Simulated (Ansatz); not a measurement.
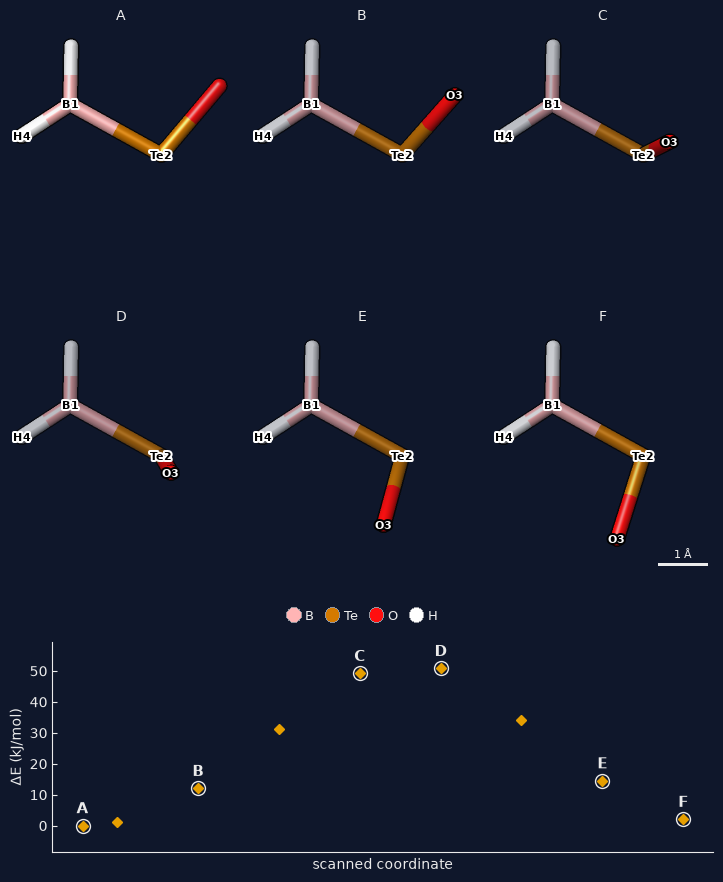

Frames of a one-coordinate scan of BH₂TeO (multiplicity 2). The picture is a stick view, seen face on.

Level of theory: CCSD(T) (def2-TZVPP, Ansatz), on geometries moved rigidly from the minimum at PBE0-D4/def2-TZVP. Coupled cluster with a frozen core. Elements past krypton carry the basis set's effective core potentials. Energies are counted from the PBE0-D4/def2-TZVP minimum geometry at the same level.

Question: What is being scanned?

Answer: One H–B–Te–O dihedral angle is varied, with the rest of the molecule carried along rigidly. In the frames the dihedral is −180.0° (A), −147.9° (B), −102.9° (C), −80.4° (D), −35.4° (E), −12.9° (F). The lowest computed point lies at the dihedral −180.0° (0.0 kJ/mol). A local maximum lies at −80.4° (50.8 kJ/mol). The highest point, at −80.4°, lies 50.8 kJ/mol above the lowest and gives an upper estimate of the barrier to rotation, since the rotor is rigid. The T1 diagnostic reaches 0.052, so the single-reference result is less sure there.
